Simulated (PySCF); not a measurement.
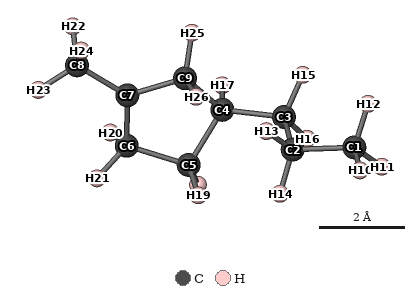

*The starting structure (ball-and-stick view, seen at a tilt; atoms are numbered from 1 in the order of the input).*

# Geometry relaxation, with input and output: C9H17 (charge +1)

C9H17, charge +1, SMILES CCC[C@H]1CC[C+](C)C1, computed with PBE0-D3(BJ)/def2-SVP geometry optimisation, gas phase (PySCF 2.14.0).

It belongs to a series of runs on one base structure; here: H on C replaced by nPr.

## Output
```
step   0  E = -352.25405394  max force = 0.017006
step   1  E = -352.25777809  max force = 0.002660
step   2  E = -352.25787529  max force = 0.000996
step   3  E = -352.25792263  max force = 0.000974
step   4  E = -352.25797054  max force = 0.001480
step   5  E = -352.25800852  max force = 0.000871
step   6  E = -352.25803339  max force = 0.000898
step   7  E = -352.25804925  max force = 0.000619
step   8  E = -352.25805783  max force = 0.000510
step   9  E = -352.25806237  max force = 0.000366
optimisation converged
```

## Trajectory as extended XYZ (Å, eV, eV/Å), 8 of the 10 frames kept, from step=0 to step=9
```
26
Properties=species:S:1:pos:R:3:forces:R:3 step=0 energy=-9585.32104
C     3.6210   -0.3498    0.1658   -0.5737  -0.1723   0.0783
C     2.1104   -0.5399    0.1356    0.3238   0.5429  -0.3630
C     1.4528    0.4168   -0.8554   -0.3535  -0.3756   0.4173
C    -0.0740    0.4390   -0.8330    0.2137  -0.3445   0.1322
C    -0.7700   -0.9031   -1.1036   -0.1477   0.5671   0.1789
C    -2.1612   -0.7140   -0.4901    0.8745  -0.3521  -0.1167
C    -2.0043    0.2840    0.5604   -0.1750   0.0878   0.1012
C    -3.0620    0.7034    1.4590   -0.0178  -0.3742   0.0243
C    -0.6688    0.8319    0.5374    0.1995   0.1542  -0.7900
H     4.0759   -1.0295    0.8807    0.2696  -0.2543   0.2753
H     4.0483   -0.5502   -0.8132    0.2406  -0.0661  -0.4067
H     3.8772    0.6682    0.4486    0.1682   0.4193   0.1155
H     1.7206   -0.3627    1.1470   -0.1208  -0.0616   0.3054
H     1.8875   -1.5753   -0.1276   -0.1612  -0.3592   0.0024
H     1.8125    1.4295   -0.6599    0.1512   0.3416  -0.0326
H     1.7741    0.1523   -1.8643    0.1202   0.0262  -0.3687
H    -0.4130    1.1717   -1.5731   -0.1490   0.2019  -0.1699
H    -0.8058   -1.1447   -2.1623   -0.0173  -0.1560  -0.3606
H    -0.2507   -1.7104   -0.5878    0.1660  -0.3082   0.1546
H    -2.8521   -0.2868   -1.2319   -0.3864   0.2999  -0.1507
H    -2.6521   -1.6306   -0.1527   -0.3956  -0.2042   0.1984
H    -3.4203    1.6895    1.1395   -0.0376   0.4048  -0.2097
H    -3.9107    0.0237    1.4643   -0.3022  -0.2016  -0.0106
H    -2.6892    0.8644    2.4722    0.2037   0.1083   0.3385
H    -0.5844    1.8796    0.8298   -0.0443   0.3357   0.2839
H    -0.0828    0.2654    1.2877   -0.0489  -0.2599   0.3729
26
Properties=species:S:1:pos:R:3:forces:R:3 step=1 energy=-9585.42238
C     3.3295   -0.6841    0.1714    0.0791   0.0267  -0.0022
C     1.8215   -0.8639    0.1709   -0.0910  -0.0923   0.0380
C     1.1180    0.0625   -0.8107    0.0732   0.0302  -0.0738
C    -0.4058    0.0296   -0.7852   -0.0043   0.0637  -0.0092
C    -1.0745   -1.3262   -1.0480    0.0499  -0.0880  -0.0759
C    -2.4691   -1.1633   -0.4525   -0.1368  -0.0160   0.0937
C    -2.3540   -0.1546    0.6007    0.1212  -0.0432  -0.0792
C    -3.4214    0.2387    1.5060   -0.0303   0.0773   0.0210
C    -1.0218    0.4239    0.5695   -0.0791   0.0545   0.0417
H     3.8136   -1.3673    0.8842   -0.0073   0.0136  -0.0159
H     3.7547   -0.8853   -0.8247   -0.0146   0.0042   0.0215
H     3.6087    0.3448    0.4500    0.0042  -0.0286  -0.0096
H     1.4442   -0.6893    1.1996    0.0237  -0.0077  -0.0338
H     1.5790   -1.9168   -0.0617    0.0163   0.0527   0.0247
H     1.4498    1.1008   -0.6308   -0.0367  -0.0286  -0.0161
H     1.4482   -0.1748   -1.8374   -0.0189   0.0157   0.0422
H    -0.7782    0.7552   -1.5324    0.0161  -0.0349   0.0299
H    -1.0973   -1.5964   -2.1127    0.0100   0.0058   0.0343
H    -0.5445   -2.1343   -0.5170   -0.0126   0.0356  -0.0094
H    -3.1677   -0.6755   -1.1797    0.0477   0.0171   0.0563
H    -3.0245   -2.0627   -0.1284    0.0251   0.0328  -0.0523
H    -3.7700    1.2363    1.1587    0.0191  -0.0526   0.0125
H    -4.2757   -0.4480    1.5180   -0.0099  -0.0201  -0.0020
H    -3.0357    0.4265    2.5224    0.0033   0.0093  -0.0216
H    -0.9464    1.4670    0.9180    0.0180  -0.0368   0.0056
H    -0.5050   -0.1877    1.3600   -0.0655   0.0095  -0.0204
26
Properties=species:S:1:pos:R:3:forces:R:3 step=3 energy=-9585.42631
C     3.3411   -0.6886    0.1560   -0.0175  -0.0134  -0.0010
C     1.8297   -0.8635    0.1816    0.0244   0.0251  -0.0055
C     1.1209    0.0593   -0.8012   -0.0181  -0.0032   0.0155
C    -0.4034    0.0282   -0.7721    0.0069  -0.0224   0.0137
C    -1.0722   -1.3278   -1.0435   -0.0153   0.0313   0.0026
C    -2.4724   -1.1605   -0.4541    0.0335  -0.0438   0.0220
C    -2.3593   -0.1563    0.5998   -0.0162   0.0109   0.0154
C    -3.4324    0.2424    1.4987    0.0053  -0.0271   0.0082
C    -1.0304    0.4221    0.5791    0.0130   0.0231  -0.0501
H     3.8340   -1.3670    0.8661    0.0037  -0.0049   0.0050
H     3.7465   -0.9020   -0.8447    0.0022  -0.0028  -0.0067
H     3.6310    0.3402    0.4185   -0.0024   0.0085   0.0033
H     1.4683   -0.6777    1.2119    0.0009   0.0126   0.0086
H     1.5823   -1.9157   -0.0369   -0.0084  -0.0171  -0.0054
H     1.4491    1.0984   -0.6294    0.0062   0.0105   0.0067
H     1.4433   -0.1809   -1.8276    0.0108  -0.0062  -0.0121
H    -0.7715    0.7532   -1.5193   -0.0169   0.0123  -0.0072
H    -1.0872   -1.5926   -2.1082   -0.0046  -0.0114  -0.0082
H    -0.5476   -2.1366   -0.5112    0.0047  -0.0028   0.0149
H    -3.1541   -0.6496   -1.1781   -0.0034   0.0337  -0.0207
H    -3.0390   -2.0578   -0.1531   -0.0167  -0.0066  -0.0107
H    -3.7842    1.2311    1.1376   -0.0126   0.0104  -0.0157
H    -4.2823   -0.4506    1.5162    0.0046   0.0026   0.0060
H    -3.0492    0.4462    2.5122    0.0001   0.0023   0.0006
H    -0.9498    1.4603    0.9364    0.0076   0.0052   0.0074
H    -0.5356   -0.1993    1.3736    0.0082  -0.0268   0.0133
26
Properties=species:S:1:pos:R:3:forces:R:3 step=4 energy=-9585.42762
C     3.3443   -0.6960    0.1495   -0.0359  -0.0180   0.0019
C     1.8311   -0.8569    0.1923    0.0503   0.0304  -0.0222
C     1.1229    0.0587   -0.7974   -0.0389  -0.0042   0.0244
C    -0.4015    0.0286   -0.7673    0.0031  -0.0359  -0.0117
C    -1.0714   -1.3268   -1.0419   -0.0178   0.0459   0.0091
C    -2.4738   -1.1560   -0.4580    0.0691  -0.0249  -0.0239
C    -2.3598   -0.1571    0.5994   -0.0761   0.0372   0.0495
C    -3.4358    0.2402    1.4970    0.0403  -0.0368   0.0118
C    -1.0313    0.4210    0.5819    0.0196  -0.0152  -0.0258
H     3.8384   -1.3687    0.8643    0.0032  -0.0030   0.0060
H     3.7365   -0.9280   -0.8523    0.0067  -0.0014  -0.0066
H     3.6455    0.3339    0.3938    0.0013   0.0113   0.0036
H     1.4806   -0.6518    1.2223   -0.0011   0.0089   0.0171
H     1.5738   -1.9099   -0.0097   -0.0155  -0.0221  -0.0024
H     1.4521    1.0987   -0.6336    0.0079   0.0122   0.0054
H     1.4430   -0.1897   -1.8225    0.0166  -0.0076  -0.0122
H    -0.7695    0.7539   -1.5143   -0.0133   0.0155  -0.0073
H    -1.0832   -1.5903   -2.1069   -0.0013  -0.0178  -0.0093
H    -0.5512   -2.1366   -0.5069    0.0081  -0.0081   0.0110
H    -3.1394   -0.6216   -1.1813   -0.0071   0.0187  -0.0250
H    -3.0537   -2.0504   -0.1772   -0.0195  -0.0047   0.0038
H    -3.7995    1.2195    1.1227   -0.0172   0.0161  -0.0169
H    -4.2778   -0.4622    1.5240    0.0031   0.0047   0.0027
H    -3.0530    0.4605    2.5067   -0.0048   0.0045   0.0051
H    -0.9435    1.4550    0.9486   -0.0034   0.0097   0.0028
H    -0.5480   -0.2129    1.3749    0.0226  -0.0153   0.0091
26
Properties=species:S:1:pos:R:3:forces:R:3 step=5 energy=-9585.42865
C     3.3445   -0.7041    0.1477   -0.0299  -0.0120   0.0005
C     1.8302   -0.8483    0.2039    0.0401   0.0190  -0.0221
C     1.1238    0.0581   -0.7954   -0.0300  -0.0001   0.0203
C    -0.4005    0.0280   -0.7671    0.0032  -0.0210  -0.0219
C    -1.0705   -1.3261   -1.0440   -0.0190   0.0403   0.0190
C    -2.4747   -1.1497   -0.4667    0.0166  -0.0022  -0.0327
C    -2.3619   -0.1583    0.5982   -0.0302   0.0415   0.0330
C    -3.4345    0.2383    1.5006    0.0353  -0.0448  -0.0018
C    -1.0324    0.4172    0.5815    0.0272  -0.0343   0.0122
H     3.8369   -1.3693    0.8705    0.0016  -0.0003   0.0045
H     3.7269   -0.9575   -0.8529    0.0067  -0.0001  -0.0029
H     3.6576    0.3270    0.3720    0.0022   0.0064   0.0017
H     1.4895   -0.6210    1.2326   -0.0009   0.0016   0.0128
H     1.5607   -1.9022    0.0212   -0.0129  -0.0117   0.0031
H     1.4536    1.0994   -0.6402    0.0047   0.0063   0.0012
H     1.4452   -0.2002   -1.8179    0.0129  -0.0042  -0.0051
H    -0.7692    0.7542   -1.5137   -0.0037   0.0111   0.0002
H    -1.0786   -1.5910   -2.1089   -0.0021  -0.0156  -0.0029
H    -0.5549   -2.1364   -0.5048    0.0042  -0.0056   0.0054
H    -3.1221   -0.5910   -1.1900   -0.0041  -0.0031  -0.0156
H    -3.0700   -2.0399   -0.2068   -0.0164  -0.0033   0.0071
H    -3.8133    1.2072    1.1131   -0.0148   0.0071  -0.0135
H    -4.2683   -0.4730    1.5420   -0.0041   0.0044   0.0013
H    -3.0482    0.4769    2.5045   -0.0019   0.0039  -0.0008
H    -0.9372    1.4467    0.9585   -0.0059   0.0103  -0.0018
H    -0.5569   -0.2299    1.3704    0.0213   0.0065  -0.0011
26
Properties=species:S:1:pos:R:3:forces:R:3 step=6 energy=-9585.42932
C     3.3426   -0.7111    0.1487   -0.0071  -0.0046   0.0011
C     1.8282   -0.8418    0.2116    0.0143   0.0035  -0.0108
C     1.1246    0.0581   -0.7956   -0.0065  -0.0017   0.0053
C    -0.3993    0.0289   -0.7690   -0.0060  -0.0054  -0.0244
C    -1.0712   -1.3240   -1.0452   -0.0034   0.0113   0.0008
C    -2.4762   -1.1426   -0.4730   -0.0033   0.0240  -0.0301
C    -2.3603   -0.1568    0.5974   -0.0226   0.0162   0.0070
C    -3.4324    0.2330    1.5025    0.0278  -0.0125   0.0134
C    -1.0295    0.4166    0.5804    0.0060  -0.0462   0.0351
H     3.8316   -1.3706    0.8793    0.0014   0.0017   0.0015
H     3.7209   -0.9807   -0.8494    0.0016   0.0000   0.0014
H     3.6649    0.3204    0.3588    0.0010   0.0000  -0.0002
H     1.4933   -0.5982    1.2388    0.0023  -0.0029   0.0036
H     1.5481   -1.8958    0.0434   -0.0043   0.0005   0.0046
H     1.4559    1.1001   -0.6471   -0.0010  -0.0003  -0.0014
H     1.4486   -0.2084   -1.8156    0.0052   0.0000   0.0020
H    -0.7681    0.7561   -1.5151    0.0023   0.0035   0.0051
H    -1.0777   -1.5932   -2.1091    0.0038  -0.0073   0.0013
H    -0.5591   -2.1343   -0.5018    0.0001   0.0005   0.0002
H    -3.1119   -0.5701   -1.1973    0.0027  -0.0137  -0.0011
H    -3.0824   -2.0286   -0.2241   -0.0013   0.0006   0.0067
H    -3.8262    1.1929    1.1063   -0.0081  -0.0009  -0.0060
H    -4.2580   -0.4873    1.5522   -0.0027   0.0012  -0.0020
H    -3.0459    0.4850    2.5029   -0.0028   0.0070  -0.0022
H    -0.9301    1.4440    0.9626   -0.0091   0.0054  -0.0055
H    -0.5545   -0.2367    1.3654    0.0098   0.0199  -0.0054
26
Properties=species:S:1:pos:R:3:forces:R:3 step=8 energy=-9585.42999
C     3.3417   -0.7203    0.1527    0.0146   0.0045  -0.0015
C     1.8270   -0.8378    0.2203   -0.0202  -0.0082   0.0109
C     1.1262    0.0572   -0.7934    0.0144  -0.0025  -0.0092
C    -0.3979    0.0300   -0.7712   -0.0041   0.0115   0.0085
C    -1.0718   -1.3208   -1.0479    0.0081  -0.0168  -0.0083
C    -2.4790   -1.1334   -0.4840   -0.0262   0.0200  -0.0013
C    -2.3612   -0.1548    0.5940    0.0158  -0.0159  -0.0196
C    -3.4301    0.2288    1.5038   -0.0046   0.0129   0.0125
C    -1.0286    0.4156    0.5794    0.0042  -0.0140   0.0116
H     3.8269   -1.3740    0.8911   -0.0012   0.0009  -0.0010
H     3.7171   -1.0050   -0.8424   -0.0029  -0.0009   0.0021
H     3.6726    0.3112    0.3496   -0.0011  -0.0030  -0.0015
H     1.4981   -0.5812    1.2466    0.0016  -0.0009  -0.0055
H     1.5366   -1.8914    0.0651    0.0047   0.0058  -0.0007
H     1.4586    1.0997   -0.6499   -0.0032  -0.0029  -0.0004
H     1.4543   -0.2155   -1.8106   -0.0046   0.0025   0.0029
H    -0.7646    0.7594   -1.5162    0.0046  -0.0025   0.0024
H    -1.0729   -1.5963   -2.1105    0.0019   0.0070   0.0020
H    -0.5650   -2.1305   -0.4982   -0.0035   0.0026  -0.0016
H    -3.1054   -0.5556   -1.2119    0.0022  -0.0061   0.0068
H    -3.0926   -2.0162   -0.2414    0.0091  -0.0003   0.0010
H    -3.8435    1.1760    1.0948    0.0001  -0.0067  -0.0029
H    -4.2465   -0.5013    1.5652    0.0001  -0.0024  -0.0001
H    -3.0434    0.5012    2.4984    0.0003   0.0040  -0.0046
H    -0.9318    1.4438    0.9609   -0.0044   0.0003  -0.0038
H    -0.5487   -0.2338    1.3637   -0.0056   0.0110   0.0013
26
Properties=species:S:1:pos:R:3:forces:R:3 step=9 energy=-9585.43011
C     3.3422   -0.7272    0.1543    0.0093   0.0034  -0.0003
C     1.8270   -0.8373    0.2264   -0.0142  -0.0050   0.0110
C     1.1282    0.0565   -0.7897    0.0091  -0.0017  -0.0074
C    -0.3960    0.0312   -0.7696   -0.0029   0.0090   0.0188
C    -1.0708   -1.3186   -1.0490    0.0056  -0.0150  -0.0030
C    -2.4801   -1.1291   -0.4899   -0.0086   0.0074   0.0025
C    -2.3622   -0.1539    0.5913    0.0102  -0.0146  -0.0100
C    -3.4312    0.2283    1.5013   -0.0084   0.0138   0.0062
C    -1.0293    0.4160    0.5803    0.0069   0.0039  -0.0106
H     3.8263   -1.3785    0.8955   -0.0010  -0.0001  -0.0004
H     3.7137   -1.0199   -0.8399   -0.0019  -0.0011   0.0006
H     3.6783    0.3039    0.3439   -0.0010  -0.0011  -0.0009
H     1.5020   -0.5747    1.2523   -0.0001   0.0013  -0.0041
H     1.5314   -1.8902    0.0769    0.0040   0.0020  -0.0031
H     1.4615    1.0988   -0.6480   -0.0007  -0.0012   0.0011
H     1.4571   -0.2184   -1.8060   -0.0040   0.0009   0.0004
H    -0.7605    0.7619   -1.5142    0.0024  -0.0020  -0.0023
H    -1.0677   -1.5949   -2.1112   -0.0013   0.0088  -0.0006
H    -0.5674   -2.1284   -0.4965   -0.0018  -0.0004  -0.0026
H    -3.1026   -0.5500   -1.2193   -0.0024   0.0005   0.0029
H    -3.0950   -2.0117   -0.2502    0.0062  -0.0015   0.0013
H    -3.8565    1.1648    1.0798    0.0000  -0.0046  -0.0036
H    -4.2410   -0.5086    1.5715    0.0016  -0.0024   0.0018
H    -3.0460    0.5175    2.4914    0.0004   0.0012  -0.0025
H    -0.9368    1.4457    0.9594   -0.0015  -0.0004  -0.0009
H    -0.5487   -0.2280    1.3676   -0.0059  -0.0009   0.0058
```

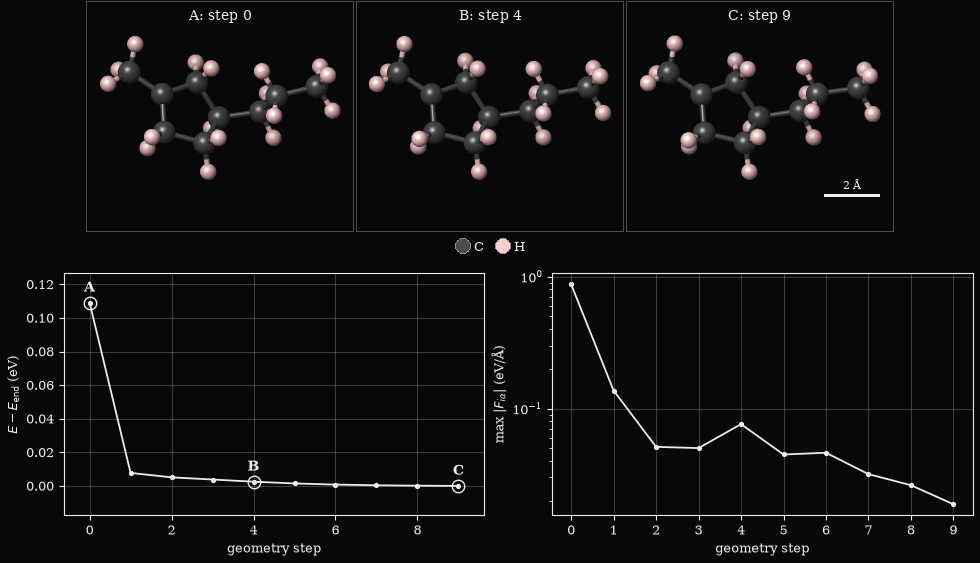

*Frames of the relaxation (ball-and-stick view, seen on its broad side) above the curves, on which the letters mark them (steps are counted from 0).*

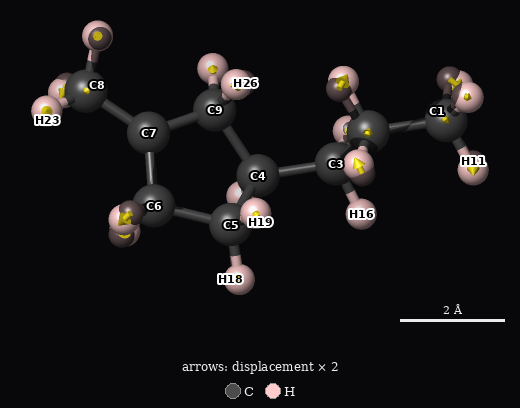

*Start (faint) and end (solid) with the displacements as yellow arrows, magnified 2 times (ball-and-stick view, seen on its broad side). The two geometries are laid on each other by the best rigid fit.*

The largest moves after the best rigid fit, 0.21 Å, are those of H12 and H13. By element the largest moves are H 0.21 Å, C 0.09 Å. Among the contacts that change: C6–H20 1.100 → 1.120 Å, C9–H26 1.108 → 1.125 Å, C1–H10 1.086 → 1.099 Å, C2–H13 1.098 → 1.108 Å. Among the angles that change: C7–C9–H26 106.5° → 99.3°, C7–C6–H20 106.7° → 100.5°, C5–C6–H21 115.3° → 119.7°. After 9 geometry steps the energy has fallen by 0.109 eV. Largest force component: 0.87 eV/Å at the start, 0.019 eV/Å at the end. (Atoms are counted from 1 in the order of the input.)

This output came from the following input.

## Input file
```
{"job": {"xc": "PBE0", "basis": "def2-SVP", "d3": "d3bj", "grid": 1, "kind": "geom"}, "charge": 1, "multiplicity": 1}
C      3.620995    -0.349813     0.165832
C      2.110412    -0.539854     0.135624
C      1.452842     0.416747    -0.855421
C     -0.073951     0.439051    -0.833007
C     -0.769956    -0.903086    -1.103628
C     -2.161207    -0.714029    -0.490088
C     -2.004336     0.284008     0.560354
C     -3.062034     0.703399     1.458991
C     -0.668796     0.831887     0.537423
H      4.075864    -1.029491     0.880655
H      4.048296    -0.550172    -0.813231
H      3.877166     0.668243     0.448596
H      1.720597    -0.362671     1.146982
H      1.887517    -1.575285    -0.127616
H      1.812486     1.429488    -0.659847
H      1.774077     0.152298    -1.864285
H     -0.413040     1.171743    -1.573048
H     -0.805756    -1.144716    -2.162327
H     -0.250658    -1.710390    -0.587811
H     -2.852134    -0.286750    -1.231884
H     -2.652067    -1.630598    -0.152671
H     -3.420284     1.689522     1.139452
H     -3.910674     0.023680     1.464320
H     -2.689214     0.864431     2.472182
H     -0.584392     1.879562     0.829755
H     -0.082798     0.265410     1.287661
```

The first line tells a small driver script what to run in PySCF; the rest is the geometry in Å.

Command:
```bash
OMP_NUM_THREADS=1 python <driver script> task.json out
```

## Summary

| quantity | value |
| --- | --- |
| outcome | converged |
| total energy | −352.258062 hartree |
| point group | C1 |
| hardware | 1 CPU thread, shared host |
| wall time | 9.7 min |
| peak memory | 0.91 GiB |
